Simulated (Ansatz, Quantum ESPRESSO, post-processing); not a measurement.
# Screening and band shifts of Y2CF2 MXene, 1 layer, part 5 of 6

Aim: how Y2CF2 MXene, 1 layer screens a field along its normal, and what the field does to its bands.

Quantum ESPRESSO 7.5; plane-wave DFT, PBE, GBRV ultrasoft pseudopotentials; geometry and cross-check by Ansatz 0.2.0 with PAW datasets.

So far. Step 11 (Self-consistent run: field 0.3 V/Å): The dipole goes from 0.0000 to 0.0953 e Å, 0.3176 e Å per V/Å. Step 12 (Potential by pp.x): The slope in the vacuum is 0.300 eV/Å for an applied 0.30 V/Å, as it should be.

### 13. Bands along a path: field 0.3 V/Å

Input file f3.bands.in:

```
&control
  prefix = 'f3.bands'
  outdir = './out'
  pseudo_dir = './pseudo'
  calculation = 'bands'
  tefield = .true.
  dipfield = .true.
/
&system
  ibrav = 0
  nat = 5
  ntyp = 3
  ecutwfc = 40
  ecutrho = 200
  occupations = 'smearing'
  smearing = 'fd'
  degauss = 0.004
  edir = 3
  emaxpos = 0.97
  eopreg = 0.04
  eamp = 0.00583407
  nbnd = 26
/
&electrons
  conv_thr = 1e-07
  mixing_beta = 0.4
  electron_maxstep = 120
  mixing_mode = 'local-TF'
/
ATOMIC_SPECIES
  F   18.9984  f_pbe_v1.4.uspp.F.UPF
  Y   88.9058  y_pbe_v1.4.uspp.F.UPF
  C   12.0110  c_pbe_v1.2.uspp.F.UPF
CELL_PARAMETERS angstrom
  3.57343448201826 0.00000000000000 0.00000000000000
  -1.78671724100913 3.09468504018710 -0.00000000000000
  0.00000000000000 0.00000000000000 21.90482870960000
ATOMIC_POSITIONS crystal
  F   0.333333333333 0.666666666667 0.383855075935
  Y   0.666666666667 0.333333333333 0.437354387368
  C   -0.000000000000 0.000000000000 0.499999963789
  Y   0.333333333333 0.666666666667 0.562645578140
  F   0.666666666667 0.333333333333 0.616144994769
K_POINTS crystal_b
4
  0.0000000000 0.0000000000 0.0000000000 14
  0.5000000000 0.0000000000 0.0000000000 14
  0.3333333333 0.3333333333 0.0000000000 14
  0.0000000000 0.0000000000 0.0000000000 1
```

Command:

```console
$ cp -r out/f3.save out/f3.bands.save
$ cp out/f3.xml out/f3.bands.xml
$ OMP_NUM_THREADS=1 mpirun -n 4 pw.x -nk 4 -in f3.bands.in > f3.bands.out
```

Numbers of over 12 decimals in the logs are rounded to 6 here.

Output:

```text
[banner, memory and clock lines left out]
Program PWSCF v.7.5 starts
[citation notice left out]

[...]
bravais-lattice index     =            0
     lattice parameter (alat)  =       6.7528  a.u.
     unit-cell volume          =    1634.7026 (a.u.)^3
     number of atoms/cell      =            5
     number of atomic types    =            3
     number of electrons       =        40.00
     number of Kohn-Sham states=           26
     kinetic-energy cutoff     =      40.0000  Ry
     charge density cutoff     =     200.0000  Ry
     Exchange-correlation= SLA  PW   PBE  PBE
                           (   1   4   3   4   0   0   0)

[...]
PseudoPot. # 1 for F  read from file:
     ./pseudo/f_pbe_v1.4.uspp.F.UPF
     Pseudo is Ultrasoft, Zval =  7.0
     Generated by new atomic code, or converted to UPF format
     Using radial grid of  799 points,  4 beta functions with:
                l(1) =   0
                l(2) =   0
                l(3) =   1
                l(4) =   1
     Q(r) pseudized with  8 coefficients,  rinner =    0.950   0.950   0.950

     PseudoPot. # 2 for Y  read from file:
     ./pseudo/y_pbe_v1.4.uspp.F.UPF
     Pseudo is Ultrasoft + core correction, Zval = 11.0
     Generated by new atomic code, or converted to UPF format
     Using radial grid of  885 points,  6 beta functions with:
                l(1) =   0
                l(2) =   0
                l(3) =   1
                l(4) =   1
                l(5) =   2
                l(6) =   2
     Q(r) pseudized with  8 coefficients,  rinner =    1.200   1.200   1.200
                                                       1.200   1.200

     PseudoPot. # 3 for C  read from file:
     ./pseudo/c_pbe_v1.2.uspp.F.UPF
     Pseudo is Ultrasoft + core correction, Zval =  4.0
     Generated by new atomic code, or converted to UPF format
     Using radial grid of  721 points,  4 beta functions with:
                l(1) =   0
                l(2) =   0
                l(3) =   1
                l(4) =   1
     Q(r) pseudized with  8 coefficients,  rinner =    1.100   1.100   1.100

     atomic species   valence    mass     pseudopotential
     F                 7.00    18.99840     F ( 1.00)
     Y                11.00    88.90580     Y ( 1.00)
     C                 4.00    12.01100     C ( 1.00)

     No symmetry found

[...]
number of k points=    43  Fermi-Dirac smearing, width (Ry)=  0.0040
[...]
Dense  grid:    78043 G-vectors     FFT dimensions: (  32,  32, 192)

     Smooth grid:    55925 G-vectors     FFT dimensions: (  27,  27, 180)

     The potential is recalculated from file :
     ./out/f3.bands.save/charge-density

     negative rho (up, down):  4.543E-04 0.000E+00

     Adding external electric field

     Computed dipole along edir(3) :
        Dipole                0.1801 Ry au,          0.4577 Debye
        Dipole field          0.0014 Ry au,

        E field amplitude [Ha a.u.]:  5.8341E-03
        Potential amp.        0.3537 Ry
        Total length         39.7384 bohr

     Starting wfcs are   38 randomized atomic wfcs

     Band Structure Calculation
     Davidson diagonalization with overlap

     ethr =  2.50E-10,  avg # of iterations = 55.4

     End of band structure calculation

          k = 0.0000 0.0000 0.0000 (  6983 PWs)   bands (ev):

   -41.2880 -41.2080 -24.2464 -23.9896 -21.2915 -21.0907 -21.0907 -21.0146
   -21.0146 -20.8222  -8.0131  -5.7452  -5.7037  -5.7037  -5.4387  -5.4387
    -5.2545  -1.2282   0.2495   0.2495   2.5674   3.0920   3.4013   3.4013
     3.4735   3.5182

          k = 0.0357 0.0206 0.0000 (  6969 PWs)   bands (ev):

   -41.2872 -41.2074 -24.2477 -23.9909 -21.3075 -21.0928 -21.0917 -21.0157
   -21.0055 -20.8219  -8.0082  -5.7441  -5.7028  -5.7021  -5.4458  -5.4371
    -5.2444  -1.2116   0.2061   0.2443   2.5876   3.1093   3.3400   3.4260
     3.4895   3.5544

[...]
```

It took 45 s on 4 MPI ranks of Arm Neoverse V1, shared host; peak memory 0.36 GiB.

Numbers from this step:

| Property | Result |
| --- | --- |
| valence top, on the run's zero | 0.2495 eV |
| conduction bottom, on the run's zero | 1.390 eV |

Band numbers count within the set of bands kept for display. Electronic bands along the path, in eV, zero at the highest filled level of the SCF mesh; v1 is the highest filled band, c1 the lowest empty one:

| point | v4 | v3 | v2 | v1 | c1 | c2 | c3 | c4 |
| --- | --- | --- | --- | --- | --- | --- | --- | --- |
| Γ | -5.50 | -1.48 | 0.00 | 0.00 | 2.32 | 2.84 | 3.15 | 3.15 |
| M | -5.35 | -1.58 | -0.61 | -0.17 | 1.14 | 4.32 | 4.76 | 5.07 |
| K | -5.34 | -1.23 | -1.22 | -0.61 | 2.99 | 3.92 | 3.97 | 4.65 |
| Γ | -5.50 | -1.48 | 0.00 | 0.00 | 2.32 | 2.84 | 3.15 | 3.15 |

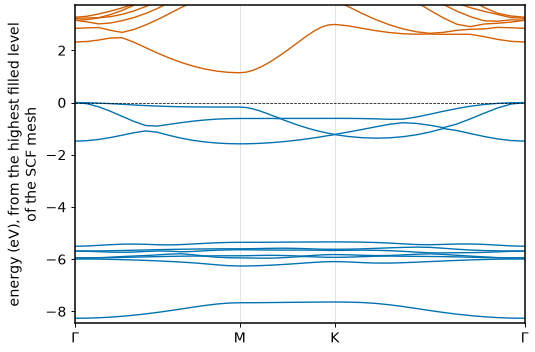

Electronic bands along the path; lines of filled and empty bands in two colours.

Upper empty bands that drop with the field can be states of the vacuum, held by the sawtooth; they depend on the cell's width.

Along this path the valence top lies at Γ and the conduction bottom at M.

### 14. Density by pp.x

The density shows how far the electrons spill into the vacuum.

Input file f0.rho.in:

```
&inputpp
  prefix = 'f0'
  outdir = './out'
  filplot = 'f0.rho.dat'
  plot_num = 0
/
```

Command:

```console
$ OMP_NUM_THREADS=1 mpirun -n 4 pp.x -in f0.rho.in > f0.rho.out
```

Output:

```text
[banner, memory and clock lines left out]
Program POST-PROC v.7.5 starts

          URL

     ./out/f0.save/

     IMPORTANT: XC functional enforced from input :
     Exchange-correlation= PBE
                           (   1   4   3   4   0   0   0)
     Any further DFT definition will be discarded
     Please, verify this is what you really want

     negative rho (up, down):  4.573E-04 0.000E+00

     Adding external electric field

     Computed dipole along edir(3) :
        Dipole                0.0000 Ry au,          0.0000 Debye
        Dipole field          0.0000 Ry au,

        Potential amp.       -0.0000 Ry
        Total length         39.7384 bohr

     Calling punch_plot, plot_num =   0
     Writing data to file  f0.rho.dat
     Message from routine chdens:
     namelist plot not found or invalid, exiting
```

Elapsed: 1.1 s, on 4 MPI ranks; peak memory 0.11 GiB.

This step gave:

- electrons by integration: 40.00 e

The valence density, planar mean oscillates, so the rows of the table below give means over windows of 0.91 Å about each position, cut where the curve ends. Its maxima inside the range that stand out by 2 % of the span (Å: e/Å³): 8.44: 0.854, 9.36: 0.656, 11.07: 0.402, 12.55: 0.656, 13.46: 0.854. Its minima: 8.90: 0.538, 10.50: 0.381, 11.41: 0.381, 13.01: 0.538.

Mean over planes. Valence density, planar mean against z; means over each step:

| z (Å) | valence density, planar mean (e/Å³) |
| --- | --- |
| 5.00 | 1.2e-5 |
| 5.91 | 2.3e-4 |
| 6.82 | 0.00569 |
| 7.73 | 0.201 |
| 8.64 | 0.687 |
| 9.55 | 0.644 |
| 10.46 | 0.434 |
| 11.37 | 0.421 |
| 12.28 | 0.642 |
| 13.19 | 0.682 |
| 14.10 | 0.249 |
| 15.01 | 0.00733 |
| 15.92 | 2.9e-4 |
| 16.83 | 1.5e-5 |

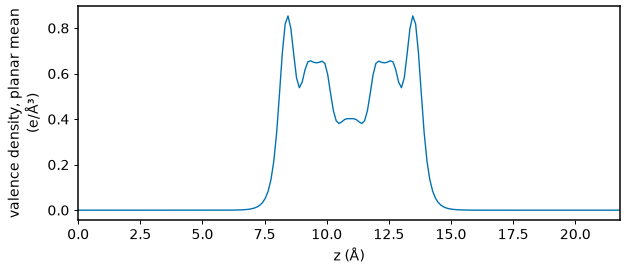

Valence density, planar mean, plotted against z.

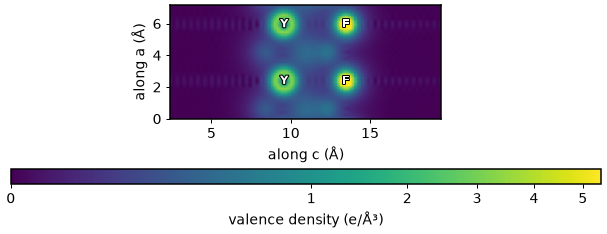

Valence density in the ca plane at fractional y = 0.333, with atoms of Y and F within 0.2 Å of it. It is the smooth field of the valence electrons, not physical close to the nuclei. The colour scale is stretched toward low values. The far vacuum is left out of the map.

The density integrates to 40.000 electrons, as the 40 of the input ask.

### 15. Valence density

Input file f2.rho.in:

```
&inputpp
  prefix = 'f2'
  outdir = './out'
  filplot = 'f2.rho.dat'
  plot_num = 0
/
```

Command:

```console
$ OMP_NUM_THREADS=1 mpirun -n 4 pp.x -in f2.rho.in > f2.rho.out
```

It took 1 s on 4 MPI ranks; peak memory 0.11 GiB; 3.8 s of CPU time.

### 16. Charge moved by a field of 0.2 V/Å

Numbers from this step:

| Quantity | Value |
| --- | --- |
| largest charge moved across a plane | 0.001093 e/Å² |
| dipole step | -1.039 eV |

The planar mean oscillates, so the rows of the table below give means over windows of 2 Å about each position, cut where the curve ends. Its maxima inside the range that stand out by 2 % of the span (Å: e/Å³): 7.8: 5.5e-4, 8.6: 4.3e-4, 9.6: 3.0e-4, 11.2: 1.8e-5, 12.9: -1.5e-4, 13.7: -1.9e-4. Its minima: 8.2: 1.8e-4, 9.0: 1.4e-4, 10.7: -1.8e-5, 12.3: -3.0e-4, 13.3: -4.4e-4, 14.1: -5.6e-4.

The planar mean by z; means over each step:

| z (Å) | planar mean (e/Å³) |
| --- | --- |
| 2 | 1.1e-8 |
| 4 | 5.7e-7 |
| 6 | 4.6e-5 |
| 8 | 3.5e-4 |
| 10 | 1.5e-4 |
| 12 | -1.6e-4 |
| 14 | -3.5e-4 |
| 16 | -3.4e-5 |
| 18 | -2.9e-7 |
| 20 | -3.3e-9 |

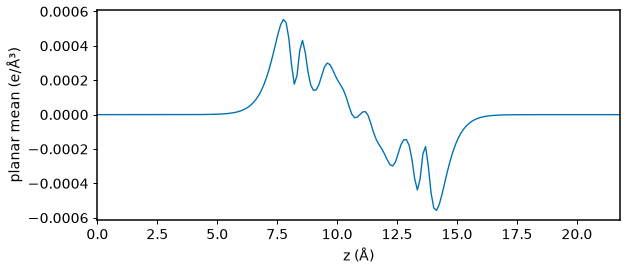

Planar mean, plotted against z.

The running integral, electrons below z by z:

| z (Å) | running integral, electrons below z (e/Å²) |
| --- | --- |
| 2 | 4.0e-9 |
| 4 | 1.7e-7 |
| 6 | 1.2e-5 |
| 8 | 5.3e-4 |
| 10 | 0.00103 |
| 12 | 9.8e-4 |
| 14 | 4.2e-4 |
| 16 | 5.7e-6 |
| 18 | 5.3e-8 |

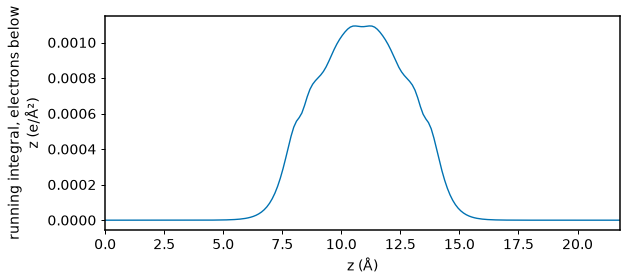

Running integral, electrons below z against z.

### 17. Polarisability from the dipole between 0 and 0.1 V/A

This step gave:

- change of slope in the vacuum: 0.10000 eV/Å
- polarisability a cell: 4.572 Å³
- sheet polarisability 4πα/A: 5.195 Å

Change of the potential energy, second field less first against z:

| z (Å) | change of the potential energy, second field less first (eV) |
| --- | --- |
| 0 | -0.417 |
| 1 | -0.735 |
| 2 | -0.635 |
| 3 | -0.535 |
| 4 | -0.435 |
| 5 | -0.335 |
| 6 | -0.236 |
| 7 | -0.139 |
| 8 | -0.0629 |
| 9 | -0.0219 |
| 10 | -0.00268 |
| 11 | 6.6e-5 |
| 12 | 0.00326 |
| 13 | 0.0242 |
| 14 | 0.0681 |
| 15 | 0.148 |
| 16 | 0.245 |
| 17 | 0.345 |
| 18 | 0.445 |
| 19 | 0.545 |
| 20 | 0.645 |
| 21 | 0.745 |

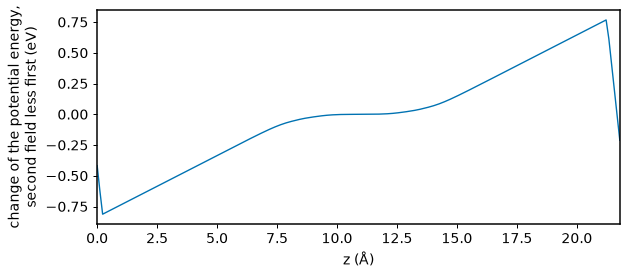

Change of the potential energy, second field less first, plotted against z.

### 18. Dipole against field

Table of dipole along the normal, dipole moment by applied field:

| applied field (V/Å) | dipole along the normal, dipole moment (e·Å) |
| --- | --- |
| 0.000 | 0 |
| 0.100 | 0.0317 |
| 0.200 | 0.0635 |
| 0.300 | 0.0953 |

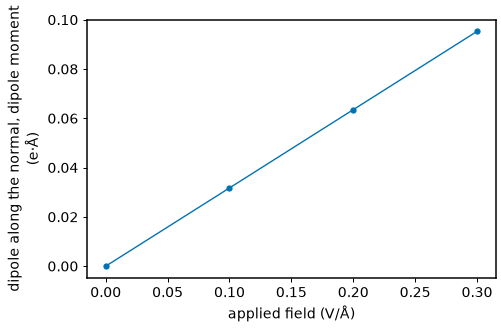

Dipole along the normal, dipole moment against applied field.

### 19. The same in Ansatz: field 0.1 V/Å

A second code with its own PAW datasets, on the same atoms.

Level of this step: plane-wave DFT, PBE, Ansatz PAW (Ansatz 0.2.0).

Input file input.yaml:

```yaml
crystal:
  lattice:
    - [3.573434482, 0.0, 0.0]
    - [-1.786717241, 3.0946850402, 0.0]
    - [0.0, 0.0, 21.9048287096]
  atoms:
    - { symbol: F, position: [0.3333333333, 0.6666666667, 0.3838550759] }
    - { symbol: "Y", position: [0.6666666667, 0.3333333333, 0.4373543874] }
    - { symbol: C, position: [0.0, 0.0, 0.4999999638] }
    - { symbol: "Y", position: [0.3333333333, 0.6666666667, 0.5626455781] }
    - { symbol: F, position: [0.6666666667, 0.3333333333, 0.6161449948] }
kpoints:
  mp_grid: { grid: [12, 12, 1] }
hamiltonian:
  xc: pbe
scf:
  occupations: { method: fermi_dirac, width: 0.054 }
  convergence: { dr2_threshold: 1.0e-09 }
efield:
  axis: 3
  dipole_correction: true
  ramp_position: 0.97
  ramp_width: 0.04
  amplitude: 0.1
output:
  write_potential: true
  write_density: true
  volumetric_format: npy
```

Command:

```console
$ ansatz run input.yaml --threads 4 --pin off --max-ram 8192MiB --backend cpu --events-out ev --progress --plain --runs-dir out
```

Output:

```text
[...]
Crystal: 5 atoms, lattice volume = 242.238 Å³
Basis set: ecut = 420 eV, 4651 PW (Γ)
Bands: 25, of which v1, the nominal top of the filled ones, is band 20 counted from 1 (19 counted from 0)
Symmetry: 6 space group operations
k-points: 19 of 144 (time reversal used)
[...]
SCF iter   1: F=—  HF=-9577.008778 eV  |F-HF|=—  |Δ(HF+E_count)|=         —  Δρ=7.07e-2  dr2=2.20e1  ethr=3.10e-3  p=0.042 e·Å  D=3.10e-2 V/Å  ΔV_dip=-0.68 eV  dr2_dipole=5.13e-4  V_vac-E_F(+/−)=9.95/8.64 eV  ⟨swp⟩=7.3  Hψ=2554  notcnv=0
[...]
SCF iter  13: F=-9571.444715 eV  HF=-9571.444715 eV  |F-HF|=1.12e-9  |Δ(HF+E_count)|=  6.49e-10  Δρ=7.26e-7  dr2=8.14e-10  ethr=2.50e-12  p=0.032 e·Å  D=2.37e-2 V/Å  ΔV_dip=-0.52 eV  dr2_dipole=5.34e-13  V_vac-E_F(+/−)=4.38/2.91 eV  ⟨swp⟩=8.6  Hψ=2401  notcnv=0
SCF 1 converged in 13 iterations: F = -9571.444715 eV  dr2 = 8.14e-10
[...]
SCF converged after 13 iterations
Free energy (F): -9571.444715 eV
[...]
Internal energy: -9571.444712 eV  (E = F + TS)
E sigma→0 (E₀):  -9571.444713 eV
Entropy (-TS):   -0.000003 eV (-0.001 meV/atom)
Fermi energy:    0.775804 eV
Dipole field:    D = 0.023749 V/Å  (p = 0.031792 e·Å, saw-weighted, corrected)
Work function:   not extracted (applied field tilts the vacuum); planar V_es + V_field profile in the machine report
[...]
--- Band table (eV; the first three rows and the last of 19) ---
  k-point 0: bands = [... 16 lower, -5.3681, -1.2906, 0.1854, 0.1854, 2.9087, 3.2187, 3.3333, 3.3333, ... 1 higher]
  k-point 1: bands = [... 16 lower, -5.3231, -1.2044, -0.0300, 0.1590, 2.9509, 3.1200, 3.3604, 3.4660, ... 1 higher]
  k-point 2: bands = [... 16 lower, -5.2832, -1.0012, -0.4741, 0.1014, 2.5670, 3.2558, 3.5749, 3.7833, ... 1 higher]
  k-point 18: bands = [... 16 lower, -5.2610, -1.0396, -1.0368, -0.4215, 3.1742, 4.1213, 4.1401, 4.8239, ... 1 higher]
```

Elapsed: 7.2 s, on 4 threads; peak memory 0.48 GiB.

Read from the output:

| Property | Result |
| --- | --- |
| free energy | -9571.4447 eV |
| Fermi energy | 0.7758 eV |
| gap by band count | 1.138 eV |
| dipole along the normal | 0.03179 e·Å |

At 0.1 V/Å Ansatz's dipole is 0.0318 e Å against 0.0317 from pw.x.

### 20. The same in Ansatz: field -0.1 V/Å

input.yaml is the input of step 19 with these lines changed:

```diff
@@ -23,3 +23,3 @@
   ramp_width: 0.04
-  amplitude: 0.1
+  amplitude: -0.1
 output:
```

Output:

```text
[...]
Crystal: 5 atoms, lattice volume = 242.238 Å³
Basis set: ecut = 420 eV, 4651 PW (Γ)
Bands: 25, of which v1, the nominal top of the filled ones, is band 20 counted from 1 (19 counted from 0)
Symmetry: 6 space group operations
k-points: 19 of 144 (time reversal used)
[...]
k-point 0: bands = [... 16 lower, -5.4015, -1.3240, 0.1520, 0.1520, 2.8756, 3.1853, 3.2999, 3.2999, ... 1 higher]
  k-point 1: bands = [... 16 lower, -5.3565, -1.2378, -0.0634, 0.1255, 2.9176, 3.0868, 3.3270, 3.4325, ... 1 higher]
  k-point 2: bands = [... 16 lower, -5.3166, -1.0347, -0.5075, 0.0680, 2.5336, 3.2225, 3.5417, 3.7499, ... 1 higher]
  k-point 18: bands = [... 16 lower, -5.2944, -1.0730, -1.0702, -0.4549, 3.1408, 4.0879, 4.1067, 4.7905, ... 1 higher]
[key lines of the parts left out:]
SCF converged after 13 iterations
Free energy (F): -9571.444715 eV
Fermi energy:    0.742398 eV
Dipole field:    D = -0.023749 V/Å  (p = -0.031793 e·Å, saw-weighted, corrected)
```

Wall time 6.7 s (4 threads); peak memory 0.48 GiB.

Numbers from this step:

| Property | Result |
| --- | --- |
| Fermi energy | 0.7424 eV |
| dipole along the normal | -0.03179 e·Å |

### 21. Dipole against field, Ansatz

Dipole along the normal, dipole moment against applied field:

| applied field (V/Å) | dipole along the normal, dipole moment (e·Å) |
| --- | --- |
| -0.1000 | -0.0318 |
| 0.0000 | 3.0e-5 |
| 0.1000 | 0.0318 |

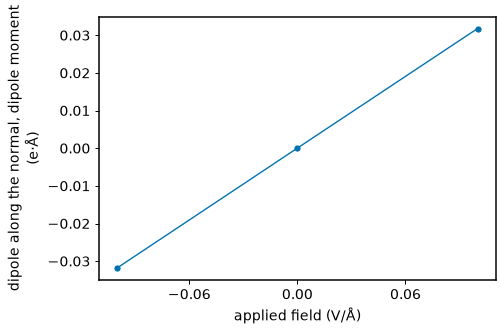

Dipole along the normal, dipole moment, plotted against applied field.

(Part 5 of 6 ends here.)

[Logs are printed without paths, hosts, clocks, repeated set-up lines and the standing remarks that a program may print on its own settings, such as how far it seeks lower states.]

[Hosts, paths, dates, database ids (printed as entryN), source tags and the programs' standing remarks are cut or masked in the printed files.]

[Maps of the electrostatic potential energy from Ansatz leave out the sawtooth potential of an applied field or a dipole correction, so their vacuum need not be flat; planar profiles and work functions include it.]
